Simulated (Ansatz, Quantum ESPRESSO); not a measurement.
# ErH2 (Fm-3m): zone-centre phonons, part 2 of 3

Which modes does ErH2 (Fm-3m) have at the zone centre?

Quantum ESPRESSO 7.5; DFT PBEsol, scalar-relativistic, plane waves, PseudoDojo norm-conserving, 4f in core pseudopotentials.

So far. Step 2 (A first look): No gap opens on this mesh, so smearing is kept; the start stands at -3.7 GPa. Step 4 (Ground state): The cell stands at -0.022 GPa, close enough for phonons. The relaxed cell has a = 5.052 Å (conventional setting).

### 5. Zone-centre response

At q = 0 one unit cell holds all displacements; symmetry groups them into irreducible representations that are solved one by one. With smeared occupations no response to a homogeneous field can be asked.

Contents of ph.in:

```
phonons
&inputph
   prefix = 'x'
   outdir = './tmp'
   fildyn = 'g.dyn'
   tr2_ph = 1.0d-18
   alpha_mix(1) = 0.4
   nmix_ph = 8
/
0.000000000 0.000000000 0.000000000
```

Run with:

```
$ OMP_NUM_THREADS=1 mpirun -n 4 ph.x -nk 4 -in ph.in > ph.out
```

What it wrote:

```text
[banners, grids, parts of the stress and lines that vanish by symmetry left out]
[banner, memory and clock lines left out]
Program PHONON v.7.5

     ./tmp/x.save/

     IMPORTANT: XC functional enforced from input :
     Exchange-correlation= PBESOL
                           (   1   4  10   8   0   0   0)
     Any further DFT definition will be discarded
     Please, verify this is what you really want

     G-vector sticks info

     Reading collected, re-writing distributed wavefunctions in ./tmp/

     Number and degeneracy of irreps per q-point
       N         xq(1)         xq(2)         xq(3)   N irreps
       1   0.000000000   0.000000000   0.000000000       3
        3   3   3

     Calculation of q =    0.0000000   0.0000000   0.0000000

     phonons

     bravais-lattice index     =            2
     lattice parameter (alat)  =       9.5473  a.u.
     unit-cell volume          =     217.5601 (a.u.)^3
     number of atoms/cell      =            3
     number of atomic types    =            2
     kinetic-energy cut-off    =      64.0000  Ry
     charge density cut-off    =     256.0000  Ry
     convergence threshold     =      1.0E-18
     beta                      =       0.4000
     number of iterations used =            8
     Exchange-correlation= PBESOL
                           (   1   4  10   8   0   0   0)

     celldm(1)=    9.54728  celldm(2)=    0.00000  celldm(3)=    0.00000
     celldm(4)=    0.00000  celldm(5)=    0.00000  celldm(6)=    0.00000

     crystal axes: (cart. coord. in units of alat)
               a(1) = ( -0.5000  0.0000  0.5000 )
               a(2) = (  0.0000  0.5000  0.5000 )
               a(3) = ( -0.5000  0.5000  0.0000 )

     reciprocal axes: (cart. coord. in units 2 pi/alat)
               b(1) = ( -1.0000 -1.0000  1.0000 )
               b(2) = (  1.0000  1.0000  1.0000 )
               b(3) = ( -1.0000  1.0000 -1.0000 )

     Atoms inside the unit cell:

     Cartesian axes

     site n.  atom      mass           positions (alat units)
        1  Er    167.2590   tau(    1) = (    0.00000    0.00000    0.00000  )
        2  H       1.0080   tau(    2) = (   -0.75000    0.75000    0.75000  )
        3  H       1.0080   tau(    3) = (   -0.25000    0.25000    0.25000  )

     Computing dynamical matrix for
                    q = (   0.0000000   0.0000000   0.0000000 )

     49 Sym.Ops. (with q -> -q+G )

     G cutoff =  591.0711  (  15065 G-vectors)     FFT grid: ( 36, 36, 36)

     number of k points=    72  Marzari-Vanderbilt smearing, width (Ry)=  0.0200
                       cart. coord. in units 2pi/alat
        k(    1) = (   0.0000000   0.0000000   0.0000000), wk =   0.0011574
        k(    2) = (  -0.0833333   0.0833333  -0.0833333), wk =   0.0092593
        k(    3) = (  -0.1666667   0.1666667  -0.1666667), wk =   0.0092593
        [... further k-points left out ...]

     PseudoPot. # 1 for Er read from file:
     ./pseudo/Er.upf
     Pseudo is Norm-conserving + core correction, Zval = 11.0
     Using radial grid of 1906 points,  7 beta functions with:
                l(1) =   0
                l(2) =   0
                l(3) =   1
                l(4) =   1
                l(5) =   2
                l(6) =   2
                l(7) =   3

     PseudoPot. # 2 for H  read from file:
     ./pseudo/H.upf
     Pseudo is Norm-conserving, Zval =  1.0
     Using radial grid of 1180 points,  3 beta functions with:
                l(1) =   0
                l(2) =   0
                l(3) =   1

     Mode symmetry, O_h (m-3m)  point group:

     Atomic displacements:
     There are    3 irreducible representations

     Representation     1      3 modes -  To be done

     Representation     2      3 modes -  To be done

     Representation     3      3 modes -  To be done

     Alpha used in Ewald sum =   2.6000

     Representation #   1 modes #   1   2   3

     Self-consistent Calculation
      thresh= 1.000E-02 alpha_mix =  0.400 |ddv_scf|^2 =  1.786E-08
      thresh= 1.337E-05 alpha_mix =  0.400 |ddv_scf|^2 =  3.077E-09
      thresh= 5.547E-06 alpha_mix =  0.400 |ddv_scf|^2 =  1.006E-11
      thresh= 3.172E-07 alpha_mix =  0.400 |ddv_scf|^2 =  1.581E-13
      thresh= 3.976E-08 alpha_mix =  0.400 |ddv_scf|^2 =  2.413E-14
      thresh= 1.554E-08 alpha_mix =  0.400 |ddv_scf|^2 =  3.045E-17
      thresh= 5.518E-10 alpha_mix =  0.400 |ddv_scf|^2 =  5.122E-18
      thresh= 2.263E-10 alpha_mix =  0.400 |ddv_scf|^2 =  5.936E-21

     End of self-consistent calculation

     Convergence has been achieved

     Representation #   2 modes #   4   5   6

     Self-consistent Calculation
      thresh= 1.000E-02 alpha_mix =  0.400 |ddv_scf|^2 =  4.913E-09
      thresh= 7.010E-06 alpha_mix =  0.400 |ddv_scf|^2 =  1.154E-09
      thresh= 3.397E-06 alpha_mix =  0.400 |ddv_scf|^2 =  1.893E-11
      thresh= 4.350E-07 alpha_mix =  0.400 |ddv_scf|^2 =  7.050E-13
      thresh= 8.396E-08 alpha_mix =  0.400 |ddv_scf|^2 =  2.230E-13
      thresh= 4.722E-08 alpha_mix =  0.400 |ddv_scf|^2 =  1.285E-15
[...]
End of self-consistent calculation

     Convergence has been achieved

     Representation #   3 modes #   7   8   9

     Self-consistent Calculation
[...]
thresh= 3.158E-05 alpha_mix =  0.400 |ddv_scf|^2 =  1.341E-09
      thresh= 3.662E-06 alpha_mix =  0.400 |ddv_scf|^2 =  7.431E-12
      thresh= 2.726E-07 alpha_mix =  0.400 |ddv_scf|^2 =  1.962E-12
      thresh= 1.401E-07 alpha_mix =  0.400 |ddv_scf|^2 =  4.114E-15
      thresh= 6.414E-09 alpha_mix =  0.400 |ddv_scf|^2 =  6.837E-17
      thresh= 8.269E-10 alpha_mix =  0.400 |ddv_scf|^2 =  1.837E-18
      thresh= 1.355E-10 alpha_mix =  0.400 |ddv_scf|^2 =  2.356E-20

     End of self-consistent calculation

     Convergence has been achieved

     Number of q in the star =    1
     List of q in the star:
          1   0.000000000   0.000000000   0.000000000

     Diagonalizing the dynamical matrix

     q = (    0.000000000   0.000000000   0.000000000 )

 **************************************************************************
     freq (    1) =      -0.151248 [THz] =      -5.045086 [cm-1]
     freq (    2) =      -0.151248 [THz] =      -5.045086 [cm-1]
     freq (    3) =      -0.151248 [THz] =      -5.045086 [cm-1]
     freq (    4) =      29.082789 [THz] =     970.097428 [cm-1]
     freq (    5) =      29.082789 [THz] =     970.097428 [cm-1]
     freq (    6) =      29.082789 [THz] =     970.097428 [cm-1]
     freq (    7) =      35.075188 [THz] =    1169.982320 [cm-1]
     freq (    8) =      35.075188 [THz] =    1169.982320 [cm-1]
     freq (    9) =      35.075188 [THz] =    1169.982320 [cm-1]
 **************************************************************************

     Mode symmetry, O_h (m-3m)  point group:

     freq (   1-   3) =         -5.0  [cm-1]   --> T_1u G_15  G_4- I
     freq (   4-   6) =        970.1  [cm-1]   --> T_1u G_15  G_4- I
     freq (   7-   9) =       1170.0  [cm-1]   --> T_2g G_25' G_5+ R
```

It took 1.7 min on 4 MPI ranks of Arm Neoverse V2, shared host.

Numbers from this step:

| Property | Result |
| --- | --- |
| largest acoustic frequency at the zone centre before the sum rule | -5.05 cm⁻¹ |
| highest optical zone-centre mode (no LO-TO term) | 1170 cm⁻¹ |
| lowest optical zone-centre mode | 970.1 cm⁻¹ |

Optical modes; normalised displacements of the dynamical-matrix file. Modes at Γ, with each element's share of the kinetic energy:

| mode | frequency (cm⁻¹) | symmetry | Er % | H % |
| --- | --- | --- | --- | --- |
| 1 | 970.1 | T1u | 1 | 99 |
| 2 | 970.1 | T1u | 1 | 99 |
| 3 | 970.1 | T1u | 1 | 99 |
| 4 | 1170.0 | T2g | 0 | 100 |
| 5 | 1170.0 | T2g | 0 | 100 |
| 6 | 1170.0 | T2g | 0 | 100 |

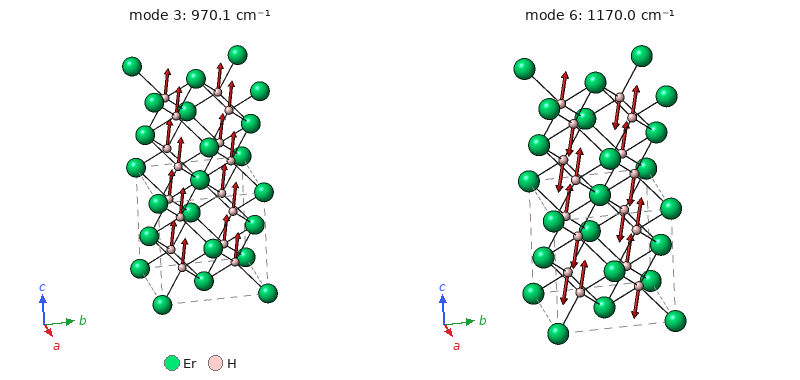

Displacement patterns of modes 3 and 6 at Γ; arrows are exaggerated. 1×1×2 conventional cells are drawn. Some periodic images of atoms are drawn too.

The acoustic modes at Γ come out as far as 5.0 cm⁻¹ from zero, where they should vanish, a small numerical error.

### 6. Modes with the sum rule

A rigid shift of the crystal must cost nothing, but grids and finite bases break this; the acoustic sum rule is imposed before the matrix is diagonalised again.

Contents of dynmat.in:

```
&input
   fildyn = 'g.dyn'
   asr = 'simple'
/
```

Run with:

```
$ dynmat.x -in dynmat.in > dynmat.out
```

What it wrote:

```text
[banner, memory and clock lines left out]
Program DYNMAT v.7.5

     Reading Dynamical Matrix from file g.dyn
     ...Force constants read
     ...epsilon and Z* not read (not found on file)
     A direction for q was not specified:TO-LO splitting will be absent

     Polarizability (A^3 units)
     multiply by 1.000000 for Clausius-Mossotti correction
         0.000000    0.000000    0.000000
         0.000000    0.000000    0.000000
         0.000000    0.000000    0.000000

     IR activities are in (D/A)^2/amu units

# mode   [cm-1]    [THz]      IR
    1     -0.00   -0.0000    0.0000
    2      0.00    0.0000    0.0000
    3      0.00    0.0000    0.0000
    4    970.75   29.1025    0.0000
    5    970.75   29.1025    0.0000
    6    970.75   29.1025    0.0000
    7   1170.53   35.0917    0.0000
    8   1170.53   35.0917    0.0000
    9   1170.53   35.0917    0.0000

[cm-1]
[end of the log left out, with the tail of the file of modes that dynmat.x writes under the same name]
```

Run time: 0.47 s. Hardware: 1 thread.

Numbers from this step:

```yaml
highest_optical_zone_centre_mode_no_lo_to_term: 1171 cm⁻¹
lowest_optical_zone_centre_mode: 970.8 cm⁻¹
```

Zone-centre frequencies as printed; negative means imaginary. Modes:

| mode | frequency (cm⁻¹) |
| --- | --- |
| 1 | 0 |
| 2 | 0 |
| 3 | 0 |
| 4 | 970.8 |
| 5 | 970.8 |
| 6 | 970.8 |
| 7 | 1171 |
| 8 | 1171 |
| 9 | 1171 |

The rule also moves an optical mode by 0.6 cm⁻¹.

### 7. Sum rules set otherwise (asr no)

Without the rule the raw error of the acoustic modes shows.

Contents of dynmat.in:

```
&input
   fildyn = 'g.dyn'
   asr = 'no'
/
```

Run with:

```
$ dynmat.x -in dynmat.in > dynmat.out
```

What it wrote:

```text
[banner, memory and clock lines left out]
Program DYNMAT v.7.5

     Reading Dynamical Matrix from file g.dyn
     ...Force constants read
     ...epsilon and Z* not read (not found on file)
     A direction for q was not specified:TO-LO splitting will be absent

     Polarizability (A^3 units)
     multiply by 1.000000 for Clausius-Mossotti correction
         0.000000    0.000000    0.000000
         0.000000    0.000000    0.000000
         0.000000    0.000000    0.000000

     IR activities are in (D/A)^2/amu units

# mode   [cm-1]    [THz]      IR
    1     -5.05   -0.1513    0.0000
    2     -5.05   -0.1513    0.0000
    3     -5.05   -0.1513    0.0000
    4    970.10   29.0828    0.0000
    5    970.10   29.0828    0.0000
    6    970.10   29.0828    0.0000
    7   1169.98   35.0752    0.0000
    8   1169.98   35.0752    0.0000
    9   1169.98   35.0752    0.0000

[cm-1]
[end of the log left out, with the tail of the file of modes that dynmat.x writes under the same name]
```

Elapsed: 0.48 s, on 1 thread.

This step gave:

* highest optical zone-centre mode (no LO-TO term): 1170 cm⁻¹
* lowest optical zone-centre mode: 970.1 cm⁻¹

Zone-centre frequencies as printed; negative means imaginary. Modes:

| mode | frequency (cm⁻¹) |
| --- | --- |
| 1 | -5.05 |
| 2 | -5.05 |
| 3 | -5.05 |
| 4 | 970.1 |
| 5 | 970.1 |
| 6 | 970.1 |
| 7 | 1170 |
| 8 | 1170 |
| 9 | 1170 |

Against the first rule no mode moves by more than 5.1 cm⁻¹.

### 8. Sum rules set otherwise: a sum rule for molecules or wires on a crystal

This rule also removes rotations, which suits molecules and not a crystal; it is tried to see the harm.

Contents of dynmat.in:

```
&input
   fildyn = 'g.dyn'
   asr = 'zero-dim'
/
```

Run with:

```
$ dynmat.x -in dynmat.in > dynmat.out
```

What it wrote:

```text
[banner, memory and clock lines left out]
Program DYNMAT v.7.5

     Reading Dynamical Matrix from file g.dyn
     ...Force constants read
     ...epsilon and Z* not read (not found on file)
     Acoustic Sum Rule: || Z*(ASR) - Z*(orig)|| =    0.000000E+00
     Acoustic Sum Rule: ||dyn(ASR) - dyn(orig)||=    2.587873E-01
     A direction for q was not specified:TO-LO splitting will be absent

     Polarizability (A^3 units)
     multiply by 1.000000 for Clausius-Mossotti correction
         0.000000    0.000000    0.000000
         0.000000    0.000000    0.000000
         0.000000    0.000000    0.000000

     IR activities are in (D/A)^2/amu units

# mode   [cm-1]    [THz]      IR
    1     -0.00   -0.0000    0.0000
    2     -0.00   -0.0000    0.0000
    3     -0.00   -0.0000    0.0000
    4      0.00    0.0000    0.0000
    5      0.00    0.0000    0.0000
    6    970.48   29.0944    0.0000
    7   1169.98   35.0752    0.0000
    8   1190.28   35.6838    0.0000
    9   1190.28   35.6838    0.0000

[end of the log left out, with the tail of the file of modes that dynmat.x writes under the same name]
```

Run time: 0.47 s. Hardware: 1 thread.

The program raised no error, yet the settings are not those of a careful run.

The fault: a sum rule for molecules or wires on a crystal; 2 optical modes are projected out to zero frequency, as if they were rotations.

For a crystal the rule has to be 'simple' or 'crystal'.

Zone-centre frequencies as printed; negative means imaginary. Modes:

| mode | frequency (cm⁻¹) |
| --- | --- |
| 1 | 0 |
| 2 | 0 |
| 3 | 0 |
| 4 | 0 |
| 5 | 0 |
| 6 | 970.5 |
| 7 | 1170 |
| 8 | 1190 |
| 9 | 1190 |

[end of part 2 of 3]

[Host names and launcher messages were left out of these logs when they were recorded.]

[Logs are printed without paths, hosts, clocks, repeated set-up lines and the standing remarks that a program may print on its own settings, such as how far it seeks lower states.]

[Hosts, paths, dates, database ids (printed as entryN), source tags and the programs' standing remarks are cut or masked in the printed files.]
